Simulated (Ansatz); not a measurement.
# AlN2H7O: nudged elastic band (part 1 of 2)

The run: nudged elastic band of AlN2H7O. Method and program: RKS B3LYP-D4/6-31G* (Ansatz 0.2.0).

It belongs to a series of runs on one base structure; here: band between the two ends. Figures and captions count atoms from 1; the log counts them from 0 in places.

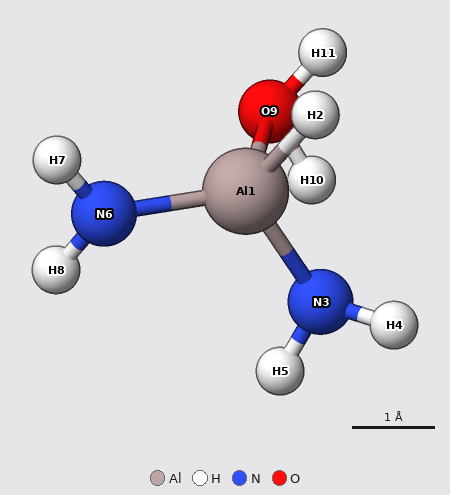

Fig. 1: The structure as given in the input (ball-and-stick view, seen at a tilt; atoms are numbered from 1 in the order of the input). Sticks mark near contacts. Bond lengths as drawn: Al–H 1.60 Å, Al–N 1.79 to 1.87 Å, Al–O 2.05 Å, H–N 1.01 to 1.02 Å and H–O 0.97 to 1.01 Å.

The input:
```yaml
crystal:
  periodic: [false, false, false]
  atoms:
    - { symbol: Al, position_ang: [-0.169769, -0.044345, 0.123326] }
    - { symbol: H, position_ang: [-0.184735, -1.030162, 1.377631] }
    - { symbol: "N", position_ang: [1.499194, 0.406219, -0.583372] }
    - { symbol: H, position_ang: [2.282309, -0.203369, -0.363038] }
    - { symbol: H, position_ang: [1.574946, 0.641587, -1.569759] }
    - { symbol: "N", position_ang: [-1.570275, -0.035719, -0.997219] }
    - { symbol: H, position_ang: [-2.50906, -0.293995, -0.719793] }
    - { symbol: H, position_ang: [-1.597055, 0.431841, -1.894806] }
    - { symbol: O, position_ang: [0.084134, 1.745005, 1.092157] }
    - { symbol: H, position_ang: [0.980218, 1.724287, 0.628745] }
    - { symbol: H, position_ang: [0.242293, 1.626648, 2.043828] }
basis:
  gaussian: { orbitals: "6-31G*" }
hamiltonian:
  xc: b3lyp
  dispersion: d4
neb:
  order_check: false
  images: 7
  f_tol: 0.05
  max_iterations: 60
  spring: { min: 2.0, max: 10.0 }
  final_atoms:
    - { symbol: Al, position_ang: [0.00158905, 0.69879514, -0.56732308] }
    - { symbol: H, position_ang: [0.04625632, -0.01924701, 3.19162426] }
    - { symbol: "N", position_ang: [1.56231248, 0.0696231, -1.14784037] }
    - { symbol: H, position_ang: [1.66143812, -0.69790503, -1.79968507] }
    - { symbol: H, position_ang: [2.47380054, 0.42057921, -0.88571647] }
    - { symbol: "N", position_ang: [-1.53858556, 0.08965433, -1.20368658] }
    - { symbol: H, position_ang: [-1.65263302, -0.59666979, -1.93720354] }
    - { symbol: H, position_ang: [-2.43933322, 0.40880768, -0.87204055] }
    - { symbol: O, position_ang: [-0.0996374, 1.92004914, 0.63861884] }
    - { symbol: H, position_ang: [0.68330702, 2.2337193, 1.10461504] }
    - { symbol: H, position_ang: [-0.06631433, 0.44059093, 2.61633753] }
  initial_path:
    images:
      - { positions_ang: [[-0.169769, -0.044345, 0.123326], [-0.184735, -1.030162, 1.377631], [1.499194, 0.406219, -0.583372], [2.282309, -0.203369, -0.363038], [1.574946, 0.641587, -1.569759], [-1.570275, -0.035719, -0.997219], [-2.50906, -0.293995, -0.719793], [-1.597055, 0.431841, -1.894806], [0.084134, 1.745005, 1.092157], [0.980218, 1.724287, 0.628745], [0.242293, 1.626648, 2.043828]] }
      - { positions_ang: [[-0.12745293, -0.03314347, 0.09305772], [-0.14706036, -0.76906002, 1.51120044], [1.5440929, 0.30389403, -0.66963094], [2.24960435, -0.38298225, -0.56360877], [1.71452207, 0.70961647, -1.4786432], [-1.58922921, -0.02925271, -0.99459939], [-2.46055985, -0.42721666, -0.76333763], [-1.66921038, 0.52425054, -1.82748382], [0.08245059, 1.80301106, 0.98046056], [0.85008877, 1.79642385, 0.86643193], [0.18495405, 1.47245614, 1.98385308]] }
      - { positions_ang: [[-0.08513687, -0.02194194, 0.06278944], [-0.10938572, -0.50795805, 1.64476989], [1.5889918, 0.20156907, -0.75588988], [2.2168997, -0.5625955, -0.76417954], [1.85409814, 0.77764595, -1.3875274], [-1.60818341, -0.02278641, -0.99197977], [-2.4120597, -0.56043832, -0.80688226], [-1.74136575, 0.61666008, -1.76016163], [0.08076717, 1.86101712, 0.86876412], [0.71995953, 1.86856071, 1.10411887], [0.1276151, 1.31826428, 1.92387816]] }
      - { positions_ang: [[-0.0428208, -0.0107404, 0.03252117], [-0.07171107, -0.24685607, 1.77833933], [1.63389071, 0.0992441, -0.84214882], [2.18419504, -0.74220874, -0.96475031], [1.99367421, 0.84567542, -1.29641159], [-1.62713762, -0.01632012, -0.98936016], [-2.36355954, -0.69365998, -0.85042689], [-1.81352113, 0.70906962, -1.69283945], [0.07908376, 1.91902319, 0.75706768], [0.5898303, 1.94069756, 1.3418058], [0.07027615, 1.16407242, 1.86390324]] }
      - { positions_ang: [[-0.00050474, 0.00046113, 0.00225289], [-0.03403643, 0.01424591, 1.91190877], [1.67878961, -0.00308086, -0.92840776], [2.15149039, -0.92182199, -1.16532107], [2.13325028, 0.9137049, -1.20529579], [-1.64609183, -0.00985383, -0.98674055], [-2.31505939, -0.82688164, -0.89397151], [-1.88567651, 0.80147916, -1.62551727], [0.07740035, 1.97702925, 0.64537123], [0.45970107, 2.01283442, 1.57949274], [0.0129372, 1.00988056, 1.80392833]] }
      - { positions_ang: [[1.871e-05, 0.17504463, -0.14014111], [-0.01396324, 0.00587268, 2.23183764], [1.64967033, 0.01509513, -0.98326591], [2.02897732, -0.86584275, -1.32391207], [2.21838785, 0.79042347, -1.12540096], [-1.61921526, 0.01502321, -1.04097706], [-2.1494528, -0.76932867, -1.15477952], [-2.02409069, 0.70331129, -1.43714809], [0.03314091, 1.96278422, 0.64368314], [0.51560255, 2.06805564, 1.46077331], [-0.00687568, 0.86755815, 2.00703063]] }
      - { positions_ang: [[0.00054216, 0.34962814, -0.2825351], [0.00610995, -0.00250055, 2.55176651], [1.62055105, 0.03327112, -1.03812407], [1.90646426, -0.80986351, -1.48250307], [2.30352541, 0.66714205, -1.04550613], [-1.59233869, 0.03990025, -1.09521357], [-1.98384621, -0.71177571, -1.41558753], [-2.16250487, 0.60514342, -1.24877891], [-0.01111853, 1.94853919, 0.64199504], [0.57150404, 2.12327686, 1.34205389], [-0.02668856, 0.72523575, 2.21013293]] }
      - { positions_ang: [[0.0010656, 0.52421164, -0.42492909], [0.02618313, -0.01087378, 2.87169539], [1.59143176, 0.05144711, -1.09298222], [1.78395119, -0.75388427, -1.64109407], [2.38866297, 0.54386063, -0.9656113], [-1.56546213, 0.06477729, -1.14945008], [-1.81823961, -0.65422275, -1.67639553], [-2.30091905, 0.50697555, -1.06040973], [-0.05537796, 1.93429416, 0.64030694], [0.62740553, 2.17849808, 1.22333447], [-0.04650144, 0.58291334, 2.41323523]] }
      - { positions_ang: [[0.00158905, 0.69879514, -0.56732308], [0.04625632, -0.01924701, 3.19162426], [1.56231248, 0.0696231, -1.14784037], [1.66143812, -0.69790503, -1.79968507], [2.47380054, 0.42057921, -0.88571647], [-1.53858556, 0.08965433, -1.20368658], [-1.65263302, -0.59666979, -1.93720354], [-2.43933322, 0.40880768, -0.87204055], [-0.0996374, 1.92004914, 0.63861884], [0.68330702, 2.2337193, 1.10461504], [-0.06631433, 0.44059093, 2.61633753]] }
```

Machine: 1 thread of Arm Neoverse V2, 24 GiB of memory available, shared host.

Launched with:
```bash
ansatz run input.yaml --threads 1 --pin off --max-ram 2048MiB --backend cpu --events-out ev --progress --plain --runs-dir out
```

The program's output:
```
Engine: ansatz 0.2.0, aarch64-unknown-linux-gnu
Functional definition: B3LYP
  parameter a0 = 0.2
  parameter ax = 0.72
  parameter ac = 0.81
  exchange = (1 - a0 - ax)*slater_x + ax*b88_x + a0*exact_x
  correlation = (1 - ac)*vwn_rpa_c + ac*lyp_c
865 factors; integrals over basis functions are off by at most 4.0e-4 eV
mean field evaluation 1: about -11725.2635 eV, gradient 8.9e1 eV
mean field evaluation 2: about -11703.1946 eV, gradient 1.3e2 eV
mean field evaluation 4: about -11740.0236 eV, gradient 8.6e0 eV
mean field evaluation 8: about -11740.1635 eV, gradient 8.7e-2 eV
mean field -11740.16346579 eV, -431.4430495993 hartree, gradient 9.3e-6 eV, S^2 0.000000; 0 other end points of the search recorded, 0 dependent functions left out
the calculation of the forces begins
reference -11740.16371865 eV, -431.4430588918 hartree; 21, 21 occupied and 57, 57 virtual orbitals, 865 factors
865 factors; integrals over basis functions are off by at most 8.2e-4 eV
mean field evaluation 16: about -11723.4820 eV, gradient 9.6e1 eV
mean field -11740.58010907 eV, -431.4583609571 hartree, gradient 4.1e-5 eV, S^2 0.000000; 0 other end points of the search recorded, 0 dependent functions left out
[... from here on the field's lines of each further geometry are left out, up to the last ...]
NEB iter   1: max|band force component| = 4.344e1 eV/Å  barrier→ = 7.1255 eV  barrier← = 7.5210 eV  Δτ_max = 0.2000 Å  (228 SCF iters)
NEB iter   2: max|band force component| = 3.776e0 eV/Å  barrier→ = 2.1493 eV  barrier← = 2.5449 eV  Δτ_max = 0.2000 Å  (208 SCF iters)
NEB iter   3: max|band force component| = 2.591e0 eV/Å  barrier→ = 1.1459 eV  barrier← = 1.5415 eV  Δτ_max = 0.2000 Å  (197 SCF iters)
NEB iter   4: max|band force component| = 1.763e0 eV/Å  barrier→ = 0.9714 eV  barrier← = 1.3670 eV  Δτ_max = 0.1971 Å  (195 SCF iters)
NEB iter   5: max|band force component| = 1.177e0 eV/Å  barrier→ = 0.8528 eV  barrier← = 1.2484 eV  Δτ_max = 0.1976 Å  (192 SCF iters)
NEB iter   6: max|band force component| = 8.619e-1 eV/Å  barrier→ = 0.7854 eV  barrier← = 1.1810 eV  Δτ_max = 0.1980 Å  (188 SCF iters)
NEB iter   7: max|band force component| = 1.231e0 eV/Å  barrier→ = 0.7437 eV  barrier← = 1.1392 eV  Δτ_max = 0.1001 Å  (190 SCF iters)
NEB iter   8: max|band force component| = 9.322e-1 eV/Å  barrier→ = 0.7659 eV  barrier← = 1.1615 eV  Δτ_max = 0.1017 Å  (185 SCF iters)
NEB iter   9: max|band force component| = 9.103e-1 eV/Å  barrier→ = 0.8100 eV  barrier← = 1.2056 eV  CI = image 4  Δτ_max = 0.2000 Å  (188 SCF iters)
NEB iter  10: max|band force component| = 6.363e-1 eV/Å  barrier→ = 0.8998 eV  barrier← = 1.2953 eV  CI = image 4  Δτ_max = 0.1975 Å  (189 SCF iters)
NEB iter  11: max|band force component| = 5.128e-1 eV/Å  barrier→ = 0.8707 eV  barrier← = 1.2662 eV  CI = image 4  Δτ_max = 0.1234 Å  (189 SCF iters)
NEB iter  12: max|band force component| = 3.154e-1 eV/Å  barrier→ = 0.8647 eV  barrier← = 1.2603 eV  CI = image 4  Δτ_max = 0.0999 Å  (187 SCF iters)
NEB iter  13: max|band force component| = 2.600e-1 eV/Å  barrier→ = 0.8575 eV  barrier← = 1.2530 eV  CI = image 4  Δτ_max = 0.1574 Å  (186 SCF iters)
NEB iter  14: max|band force component| = 2.477e-1 eV/Å  barrier→ = 0.8496 eV  barrier← = 1.2452 eV  CI = image 4  Δτ_max = 0.1529 Å  (180 SCF iters)
NEB iter  15: max|band force component| = 2.231e-1 eV/Å  barrier→ = 0.8447 eV  barrier← = 1.2402 eV  CI = image 4  Δτ_max = 0.1161 Å  (186 SCF iters)
NEB iter  16: max|band force component| = 2.157e-1 eV/Å  barrier→ = 0.8421 eV  barrier← = 1.2377 eV  CI = image 4  Δτ_max = 0.1980 Å  (179 SCF iters)
NEB iter  17: max|band force component| = 2.230e-1 eV/Å  barrier→ = 0.8406 eV  barrier← = 1.2361 eV  CI = image 4  Δτ_max = 0.0993 Å  (173 SCF iters)
NEB iter  18: max|band force component| = 1.956e-1 eV/Å  barrier→ = 0.8403 eV  barrier← = 1.2358 eV  CI = image 4  Δτ_max = 0.0992 Å  (177 SCF iters)
NEB iter  19: max|band force component| = 1.288e-1 eV/Å  barrier→ = 0.8402 eV  barrier← = 1.2357 eV  CI = image 4  Δτ_max = 0.0995 Å  (171 SCF iters)
NEB iter  20: max|band force component| = 1.348e-1 eV/Å  barrier→ = 0.8401 eV  barrier← = 1.2357 eV  CI = image 4  Δτ_max = 0.0498 Å  (163 SCF iters)
NEB iter  21: max|band force component| = 1.159e-1 eV/Å  barrier→ = 0.8401 eV  barrier← = 1.2357 eV  CI = image 4  Δτ_max = 0.0496 Å  (164 SCF iters)
NEB iter  22: max|band force component| = 1.277e-1 eV/Å  barrier→ = 0.8401 eV  barrier← = 1.2357 eV  CI = image 4  Δτ_max = 0.0986 Å  (157 SCF iters)
NEB iter  23: max|band force component| = 1.712e-1 eV/Å  barrier→ = 0.8401 eV  barrier← = 1.2357 eV  CI = image 4  Δτ_max = 0.2000 Å  (154 SCF iters)
NEB iter  24: max|band force component| = 2.213e-1 eV/Å  barrier→ = 0.8401 eV  barrier← = 1.2357 eV  CI = image 4  Δτ_max = 0.2000 Å  (153 SCF iters)
NEB iter  25: max|band force component| = 3.918e-1 eV/Å  barrier→ = 0.8401 eV  barrier← = 1.2357 eV  CI = image 4  Δτ_max = 0.0999 Å  (147 SCF iters)
NEB iter  26: max|band force component| = 2.137e-1 eV/Å  barrier→ = 0.8401 eV  barrier← = 1.2357 eV  CI = image 4  Δτ_max = 0.2000 Å  (146 SCF iters)
NEB iter  27: max|band force component| = 4.011e-1 eV/Å  barrier→ = 0.8401 eV  barrier← = 1.2357 eV  CI = image 4  Δτ_max = 0.0998 Å  (148 SCF iters)
NEB iter  28: max|band force component| = 3.993e-1 eV/Å  barrier→ = 0.8401 eV  barrier← = 1.2357 eV  CI = image 4  Δτ_max = 0.0971 Å  (149 SCF iters)
NEB iter  29: max|band force component| = 2.840e-1 eV/Å  barrier→ = 0.8401 eV  barrier← = 1.2357 eV  CI = image 4  Δτ_max = 0.1002 Å  (141 SCF iters)
NEB iter  30: max|band force component| = 1.180e-1 eV/Å  barrier→ = 0.8401 eV  barrier← = 1.2357 eV  CI = image 4  Δτ_max = 0.1271 Å  (143 SCF iters)
NEB iter  31: max|band force component| = 1.917e-1 eV/Å  barrier→ = 0.8401 eV  barrier← = 1.2357 eV  CI = image 4  Δτ_max = 0.0640 Å  (140 SCF iters)
NEB iter  32: max|band force component| = 2.420e-1 eV/Å  barrier→ = 0.8401 eV  barrier← = 1.2357 eV  CI = image 4  Δτ_max = 0.0319 Å  (139 SCF iters)
NEB iter  33: max|band force component| = 2.280e-1 eV/Å  barrier→ = 0.8401 eV  barrier← = 1.2357 eV  CI = image 4  Δτ_max = 0.0320 Å  (127 SCF iters)
NEB iter  34: max|band force component| = 1.820e-1 eV/Å  barrier→ = 0.8401 eV  barrier← = 1.2357 eV  CI = image 4  Δτ_max = 0.0641 Å  (130 SCF iters)
NEB iter  35: max|band force component| = 2.085e-1 eV/Å  barrier→ = 0.8401 eV  barrier← = 1.2357 eV  CI = image 4  Δτ_max = 0.1281 Å  (129 SCF iters)
NEB iter  36: max|band force component| = 1.550e-1 eV/Å  barrier→ = 0.8401 eV  barrier← = 1.2357 eV  CI = image 4  Δτ_max = 0.1993 Å  (137 SCF iters)
NEB iter  37: max|band force component| = 3.120e-1 eV/Å  barrier→ = 0.8401 eV  barrier← = 1.2357 eV  CI = image 4  Δτ_max = 0.1003 Å  (135 SCF iters)
NEB iter  38: max|band force component| = 2.774e-1 eV/Å  barrier→ = 0.8401 eV  barrier← = 1.2357 eV  CI = image 4  Δτ_max = 0.1001 Å  (134 SCF iters)
NEB iter  39: max|band force component| = 1.864e-1 eV/Å  barrier→ = 0.8401 eV  barrier← = 1.2357 eV  CI = image 4  Δτ_max = 0.1002 Å  (141 SCF iters)
NEB iter  40: max|band force component| = 1.976e-1 eV/Å  barrier→ = 0.8401 eV  barrier← = 1.2357 eV  CI = image 4  Δτ_max = 0.1002 Å  (139 SCF iters)
NEB iter  41: max|band force component| = 1.696e-1 eV/Å  barrier→ = 0.8401 eV  barrier← = 1.2357 eV  CI = image 4  Δτ_max = 0.1002 Å  (131 SCF iters)
```
